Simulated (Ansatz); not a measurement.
# How fast states decay through LuScGa2O6, part 2 of 3

Wanted: the relaxed cell of LuScGa2O6, its band edges and its decay constants. It is built by putting Ga for B in the LuScB2O6 structure of space group R-3, with the volume rescaled by atomic radii. The parent structure comes from the Materials Project.

Ansatz 0.2.0; PBE DFT, plane waves, PAW files (the session's first sound run).

So far. Step 2 (Relaxing the new crystal): The largest force component on a free atom ends at 0.0023 eV/Å.

The structure was built from a prototype and need not be the compound's stable phase.

## Step 3: The bulk crystal and its band edges

The energy window and the wavevectors of the next steps follow from the band edges, so these are searched first, off the mesh as well.

Input file input.yaml:

```yaml
crystal:
  lattice:
    - [2.6282033889, 1.5173939341, 5.2506541583]
    - [-2.6282033889, 1.5173939341, 5.2506541583]
    - [0.0, -3.0347878682, 5.2506541583]
  atoms:
    - { symbol: Lu, position: [0.5, 0.5, 0.5] }
    - { symbol: Sc, position: [0.0, 0.0, 0.0] }
    - { symbol: Ga, position: [0.690926332, 0.690926332, 0.690926332] }
    - { symbol: Ga, position: [0.309073668, 0.309073668, 0.309073668] }
    - { symbol: O, position: [0.7125506698, 0.0876788529, 0.4072932253] }
    - { symbol: O, position: [0.0876788529, 0.4072932253, 0.7125506698] }
    - { symbol: O, position: [0.4072932253, 0.7125506698, 0.0876788529] }
    - { symbol: O, position: [0.9123211471, 0.5927067747, 0.2874493302] }
    - { symbol: O, position: [0.5927067747, 0.2874493302, 0.9123211471] }
    - { symbol: O, position: [0.2874493302, 0.9123211471, 0.5927067747] }
kpoints:
  mp_grid: { grid: [6, 6, 6] }
  band_path: { path: [VBM, CBM], npoints: 30 }
scf:
  occupations: { method: fixed }
hamiltonian:
  xc: pbe
output:
  eigenvalues: true
  write_potential: true
  write_density: true
  volumetric_format: npy
  elf: true
```

Started as:

```console
$ ansatz run input.yaml --threads 2 --pin off --max-ram 4096MiB --backend cpu --events-out ev --progress --plain --runs-dir out
```

Numbers of over 12 decimals in the logs are rounded to 6 here.

Output:

```text
[...]
Crystal: 10 atoms, lattice volume = 125.638 Å³
Basis set: ecut = 420 eV, 2489 PW (Γ)
Bands: 59, of which v1, the nominal top of the filled ones, is band 49 counted from 1 (48 counted from 0)
Symmetry: 6 space group operations
[...]
k-points: 40 of 216
[...]
SCF iter   1: F=—  HF=-27850.209084 eV  |F-HF|=—  |Δ(HF+E_count)|=         —  Δρ=2.90e-3  dr2=6.42e-3  ethr=1.77e-3  ⟨swp⟩=5.0  Hψ=8842  notcnv=0  defer=283
[...]
SCF iter   8: F=-27850.204865 eV  HF=-27850.204865 eV  |F-HF|=8.11e-8  |Δ(HF+E_count)|=   1.71e-7  Δρ=6.85e-6  dr2=7.89e-8  ethr=1.02e-10  ⟨swp⟩=13.2  Hψ=12255  notcnv=0
SCF 1 converged in 8 iterations: F = -27850.204865 eV  dr2 = 7.89e-8
[...]
NSCF: frozen V_eff on 40 k-points
[...]
SCF converged after 8 iterations
Free energy (F): -27850.204865 eV
[...]
Internal energy: -27850.204865 eV  (E = F + TS)
E sigma→0 (E₀):  -27850.204865 eV
Fermi energy:    7.884113 eV
[...]
--- Band table (eV; the first three rows and the last of 40) ---
  k-point 0: bands = [... 45 lower, 7.7183, 7.8747, 7.8747, 7.8841, 11.5040, 13.3174, 13.3174, 13.3284, ... 6 higher]
  k-point 1: bands = [... 45 lower, 7.6514, 7.7065, 7.8194, 7.8766, 12.0047, 13.2596, 13.3284, 13.3799, ... 6 higher]
  k-point 2: bands = [... 45 lower, 7.4324, 7.6020, 7.7357, 7.8224, 12.7988, 13.1301, 13.3411, 13.5093, ... 6 higher]
  k-point 39: bands = [... 45 lower, 7.6227, 7.6227, 7.7240, 7.7240, 12.5807, 13.4888, 13.4888, 13.8676, ... 6 higher]
```

The job ended after 31 s (2 threads of Arm Neoverse V2, shared host; peak memory 0.58 GiB; 61 s of CPU time).

Numbers from this step:

```yaml
free_energy: -27850.2049 eV
fermi_energy: 7.884 eV
gap_on_the_k_mesh: 3.620 eV
gap_on_path: 3.612 eV, by band count; negative where bands overlap
direct_gap_on_path: 3.620 eV
edge_places_on_path: 0, 0.2013 1/A along the path
```

Electronic bands along the path, in eV, zero at the Fermi level (highest filled level under fixed occupations); v1 is the highest filled band, c1 the lowest empty one:

| point | v4 | v3 | v2 | v1 | c1 | c2 | c3 | c4 |
| --- | --- | --- | --- | --- | --- | --- | --- | --- |
| VBM | -0.20 | -0.18 | -0.04 | 0.01 | 4.00 | 5.39 | 5.43 | 5.48 |
| CBM | -0.17 | -0.01 | -0.01 | 0.00 | 3.62 | 5.43 | 5.43 | 5.44 |

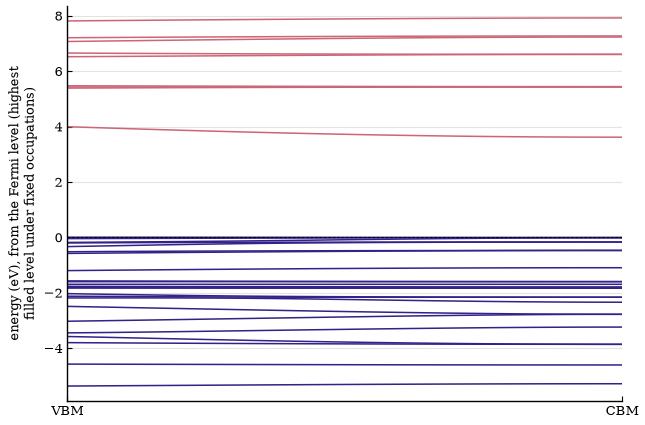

Electronic bands along the path; lines of filled and empty bands in two colours.

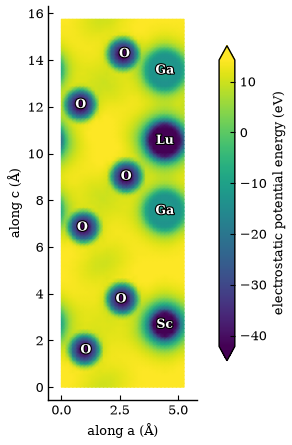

Electrostatic potential energy in the ac plane of the conventional cell at fractional y = 0.000, with atoms of Lu and Sc and Ga and O within 0.2 Å of it. With pseudopotentials it is smooth inside the atoms' cores, unlike the true potential. The map starts off the cell's origin, so that atoms lie inside it.

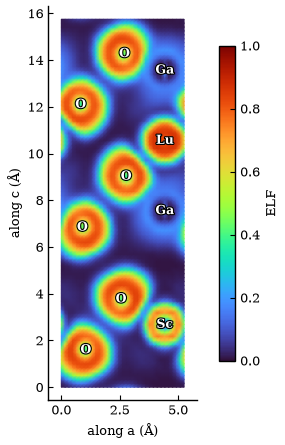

ELF in the ac plane of the conventional cell at fractional y = 0.000, with atoms of Lu and Sc and Ga and O within 0.2 Å of it. It is the smooth field of the valence electrons, not physical close to the nuclei. The map starts off the cell's origin, so that atoms lie inside it.

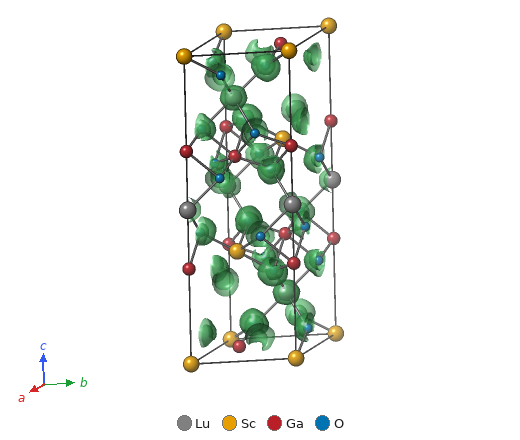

Surface of ELF = 0.79. Bonds to atoms that aren't drawn are left out.

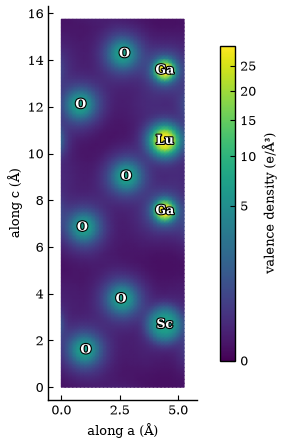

Valence density in the ac plane of the conventional cell at fractional y = 0.000, with atoms of Lu and Sc and Ga and O within 0.2 Å of it. It is the smooth field of the valence electrons, not physical close to the nuclei. The map starts off the cell's origin, so that atoms lie inside it. The colour scale is stretched toward low values.

The searched edges give 3.61 eV, against 3.62 eV on the mesh.

## Step 4: Decaying states in the gap, plane (101)

This step: PBE DFT, plane waves, PAW files; complex bands by layer matching along the plane's normal (Ansatz 0.2.0).

The same crystal is laid in a cell whose first two vectors span the (101) plane (indices of the standard conventional cell, whose axes can be ordered otherwise than in the bulk input). At fixed energy and wavevector in the plane the solver finds all kz, real and complex. A few wavevectors are listed, (0, 0) and (-0.0729, -0.0625) in units of the plane's reciprocal vectors; the slowest state needn't be among them.

Input file input.yaml:

```yaml
crystal:
  lattice:
    - [6.064594504, 0.0, 0.0]
    - [2.277960398, 4.737162509, 0.0]
    - [2.277960398, 1.820879591, 4.373226058]
  atoms:
    - { symbol: Lu, position: [0.5, 0.5, 0.5] }
    - { symbol: Sc, position: [0.0, 0.0, 0.0] }
    - { symbol: Ga, position: [0.072778996, 0.309073668, 0.309073668] }
    - { symbol: Ga, position: [0.927221004, 0.690926332, 0.690926332] }
    - { symbol: O, position: [0.207522748, 0.9123211471, 0.5927067747] }
    - { symbol: O, position: [0.207522748, 0.5927067747, 0.2874493302] }
    - { symbol: O, position: [0.207522748, 0.2874493302, 0.9123211471] }
    - { symbol: O, position: [0.792477252, 0.4072932253, 0.7125506698] }
    - { symbol: O, position: [0.792477252, 0.7125506698, 0.0876788529] }
    - { symbol: O, position: [0.792477252, 0.0876788529, 0.4072932253] }
kpoints:
  mp_grid: { grid: [6, 6, 6] }
scf:
  occupations: { method: fixed }
hamiltonian:
  xc: pbe
output:
  eigenvalues: true
  transmission:
    leads: [[0, 0]]
    kpoints: [[0.0, 0.0], [-0.0729, -0.0625]]
    e_range: [-1.0, 4.61]
    de: 0.14
```

Output:

```text
[...]
Crystal: 10 atoms, lattice volume = 125.638 Å³
Basis set: ecut = 420 eV, 2489 PW (Γ)
Bands: 59, of which v1, the nominal top of the filled ones, is band 49 counted from 1 (48 counted from 0)
Symmetry: 6 space group operations
[...]
k-points: 40 of 216
[...]
SCF iter   1: F=—  HF=-27850.209229 eV  |F-HF|=—  |Δ(HF+E_count)|=         —  Δρ=2.90e-3  dr2=6.42e-3  ethr=1.77e-3  ⟨swp⟩=5.0  Hψ=8801  notcnv=0  defer=280
[...]
SCF iter   8: F=-27850.204841 eV  HF=-27850.204841 eV  |F-HF|=8.06e-8  |Δ(HF+E_count)|=   1.72e-7  Δρ=6.79e-6  dr2=7.83e-8  ethr=1.02e-10  ⟨swp⟩=13.2  Hψ=12427  notcnv=0
SCF 1 converged in 8 iterations: F = -27850.204841 eV  dr2 = 7.83e-8
[...]
transmission: 8 of 16 steps passed
transmission: 16 of 16 steps passed
SCF converged after 8 iterations
Free energy (F): -27850.204841 eV
[...]
Internal energy: -27850.204841 eV  (E = F + TS)
E sigma→0 (E₀):  -27850.204841 eV
Fermi energy:    7.884113 eV
[...]
--- Band table (eV; the first three rows and the last of 40) ---
  k-point 0: bands = [... 45 lower, 7.7183, 7.8747, 7.8747, 7.8841, 11.5040, 13.3174, 13.3174, 13.3284, ... 6 higher]
  k-point 1: bands = [... 45 lower, 7.6514, 7.7065, 7.8194, 7.8766, 12.0047, 13.2596, 13.3284, 13.3799, ... 6 higher]
  k-point 2: bands = [... 45 lower, 7.4324, 7.6020, 7.7357, 7.8224, 12.7988, 13.1301, 13.3411, 13.5093, ... 6 higher]
  k-point 39: bands = [... 45 lower, 7.6227, 7.6227, 7.7240, 7.7240, 12.5807, 13.4888, 13.4888, 13.8676, ... 6 higher]
--- Transmission ---
  basis      : 255 plane waves across, 8 finite elements along
  points     : 2, as listed
  energies   : 41 from -1.000000 to 4.600000 eV about the Fermi level, 0.140000 eV apart; the leads are filled to 1.809930 eV, and channels, transmission and decay are at 1.800000 eV
  crystal 0  : Ga2O6Sc1Lu1, at the sites [0, 0], period 4.3732 Å: whole cells are its period
    offset         : up to 0.0000 Å between an atom of the period and one for which it stands
    channels       : 0.000000e0 a spin
    conductance    : none, the energies end too early or step too widely for 300 K: set another output.transmission.e_range or a lower de, or, where they end at an eighth of basis.ecutwfc, a higher one
    slowest decay  : 0.2914 /Å at (0.0000, 0.0000)
```

The job ended after 55 s (2 threads; peak memory 0.92 GiB; 92 s of CPU time).

Numbers from this step:

- free energy: -27850.2048 eV
- level to which the leads are filled: 1.810 eV from the Fermi level
- decay constant at the filling level, zone centre: 0.2914 Å⁻¹
- decay constant at the filling level, slowest listed point: 0.2914 Å⁻¹

K parallel (0, 0); values up to 1.5 1/Å, a degenerate pair printed once or twice; energies at which all values exceed this have no row. Im kz of the slowest decaying states against energy, zero at the highest filled level on the SCF mesh:

| energy (eV) | decay 1 (Å⁻¹) | decay 2 (Å⁻¹) | decay 3 (Å⁻¹) | decay 4 (Å⁻¹) |
| --- | --- | --- | --- | --- |
| -1.000 | 0.0931 | 0.178 | 0.191 | 0.318 |
| -0.440 | 0.0586 | 0.0937 | 0.143 | 0.200 |
| -0.020 | 0.149 | 0.286 | 0.362 | 0.390 |
| 0.540 | 0.223 | 0.408 | 0.412 | 0.450 |
| 0.960 | 0.266 | 0.485 | 0.487 | 0.509 |
| 1.520 | 0.290 | 0.509 | 0.541 | 0.602 |
| 1.940 | 0.290 | 0.515 | 0.565 | 0.653 |
| 2.500 | 0.267 | 0.513 | 0.582 | 0.699 |
| 3.060 | 0.210 | 0.501 | 0.584 | 0.722 |
| 3.480 | 0.113 | 0.467 | 0.505 | 0.577 |
| 4.040 | 0.399 | 0.507 | 0.556 | 0.681 |
| 4.460 | 0.323 | 0.503 | 0.532 | 0.640 |

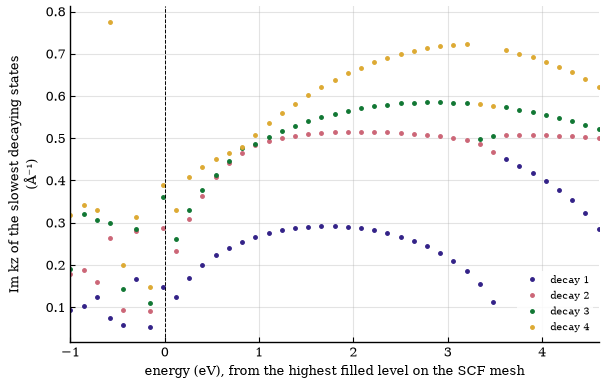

Im kz of the slowest decaying states against energy.

K parallel (-0.0729, -0.0625); values up to 1.5 1/Å, a degenerate pair printed once or twice; energies at which all values exceed this have no row. Table of Im kz of the slowest decaying states by energy, zero at the highest filled level on the SCF mesh:

| energy (eV) | decay 1 (Å⁻¹) | decay 2 (Å⁻¹) | decay 3 (Å⁻¹) | decay 4 (Å⁻¹) |
| --- | --- | --- | --- | --- |
| -1.000 | 0.0432 | 0.100 | 0.126 | 0.198 |
| -0.440 | 0.0193 | 0.106 | 0.166 | 0.191 |
| -0.020 | 0.0547 | 0.150 | 0.163 | 0.252 |
| 0.540 | 0.245 | 0.409 | 0.424 | 0.426 |
| 0.960 | 0.284 | 0.466 | 0.492 | 0.494 |
| 1.520 | 0.305 | 0.498 | 0.524 | 0.545 |
| 1.940 | 0.304 | 0.511 | 0.522 | 0.569 |
| 2.500 | 0.282 | 0.510 | 0.518 | 0.584 |
| 3.060 | 0.228 | 0.488 | 0.518 | 0.586 |
| 3.480 | 0.143 | 0.459 | 0.516 | 0.578 |
| 4.040 | 0.396 | 0.512 | 0.558 | 0.563 |
| 4.460 | 0.320 | 0.507 | 0.535 | 0.538 |

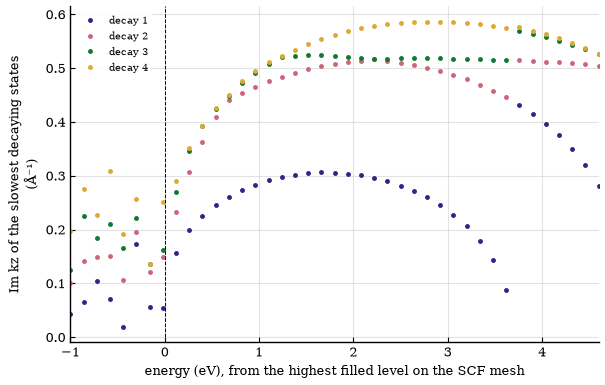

Im kz of the slowest decaying states, plotted against energy.

At the listed wavevectors the last open channel is at -0.02 eV and the next at +3.62 eV on the grid. At +1.80 eV, the grid energy nearest the filling level (the middle of the gap on the SCF mesh), the slowest state at the listed wavevectors decays with κ = 0.291 Å⁻¹, its amplitude falling by e over 3.4 Å. Through 1 nm of this crystal that state's transmission falls by exp(−2 × 0.291 Å⁻¹ × 10 Å) = 0.0029.

## Step 5: Decay over the two-dimensional zone

The listed points could miss the slowest state, so one energy near mid-gap is solved on a mesh of 8×10.

Changes to input.yaml since step 4:

```diff
@@ -24,6 +24,2 @@
   eigenvalues: true
-  transmission:
-    leads: [[0, 0]]
-    kpoints: [[0.0, 0.0], [-0.0729, -0.0625]]
-    e_range: [-1.0, 4.61]
-    de: 0.14
+  transmission: { leads: [[0, 0]], kmesh: [8, 10], e_range: [1.81, 1.82], de: 0.05 }
```

Output:

```text
[...]
Crystal: 10 atoms, lattice volume = 125.638 Å³
Basis set: ecut = 420 eV, 2489 PW (Γ)
Bands: 59, of which v1, the nominal top of the filled ones, is band 49 counted from 1 (48 counted from 0)
Symmetry: 6 space group operations
[...]
k-points: 40 of 216
[...]
SCF iter   1: F=—  HF=-27850.209229 eV  |F-HF|=—  |Δ(HF+E_count)|=         —  Δρ=2.90e-3  dr2=6.42e-3  ethr=1.77e-3  ⟨swp⟩=5.0  Hψ=8801  notcnv=0  defer=280
[...]
SCF iter   8: F=-27850.204841 eV  HF=-27850.204841 eV  |F-HF|=8.06e-8  |Δ(HF+E_count)|=   1.72e-7  Δρ=6.79e-6  dr2=7.83e-8  ethr=1.02e-10  ⟨swp⟩=13.2  Hψ=12427  notcnv=0
SCF 1 converged in 8 iterations: F = -27850.204841 eV  dr2 = 7.83e-8
[...]
transmission: 42 of 294 steps passed
transmission: 63 of 294 steps passed
[...]
transmission: 294 of 294 steps passed
SCF converged after 8 iterations
Free energy (F): -27850.204841 eV
[...]
Internal energy: -27850.204841 eV  (E = F + TS)
E sigma→0 (E₀):  -27850.204841 eV
Fermi energy:    7.884113 eV
[...]
--- Band table (eV; the first three rows and the last of 40) ---
  k-point 0: bands = [... 45 lower, 7.7183, 7.8747, 7.8747, 7.8841, 11.5040, 13.3174, 13.3174, 13.3284, ... 6 higher]
  k-point 1: bands = [... 45 lower, 7.6514, 7.7065, 7.8194, 7.8766, 12.0047, 13.2596, 13.3284, 13.3799, ... 6 higher]
  k-point 2: bands = [... 45 lower, 7.4324, 7.6020, 7.7357, 7.8224, 12.7988, 13.1301, 13.3411, 13.5093, ... 6 higher]
  k-point 39: bands = [... 45 lower, 7.6227, 7.6227, 7.7240, 7.7240, 12.5807, 13.4888, 13.4888, 13.8676, ... 6 higher]
--- Transmission ---
  basis      : 255 plane waves across, 7 finite elements along
  points     : 42, standing for a mesh of 8 x 10
  energies   : 1 from 1.810000 to 1.810000 eV about the Fermi level; the leads are filled to 1.809930 eV, and channels, transmission and decay are at 1.810000 eV
[...]
channels       : 0.000000e0 a spin
    conductance    : none, crystal 0 has no channel at the energies, or these end too early or step too widely for 300 K: set another output.transmission.e_range or a lower de, or, where they end at an eighth of basis.ecutwfc, a higher one
    slowest decay  : 0.2913 /Å at (0.0000, 0.0000)
```

It took 76 s on 2 threads; peak memory 0.96 GiB; 2.5 min of CPU time.

This step gave:

* least decay constant on the mesh: 0.2913 Å⁻¹

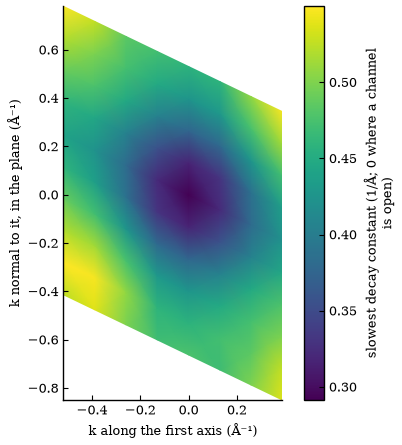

Slowest decay constant (1/Å; 0 where a channel is open) over k1 and k2. At 1.8100 eV from the Fermi level.

The least value on the mesh is 0.291 Å⁻¹ at +1.81 eV. At that energy the listed points give about 0.291 Å⁻¹ by interpolation, so the mesh holds no clearly slower state.

(Part 2 of 3 ends here.)

[Logs are printed without paths, hosts, clocks, repeated set-up lines and the standing remarks that a program may print on its own settings, such as how far it seeks lower states.]

[Hosts, paths, dates, database ids (printed as entryN), source tags and the programs' standing remarks are cut or masked in the printed files.]
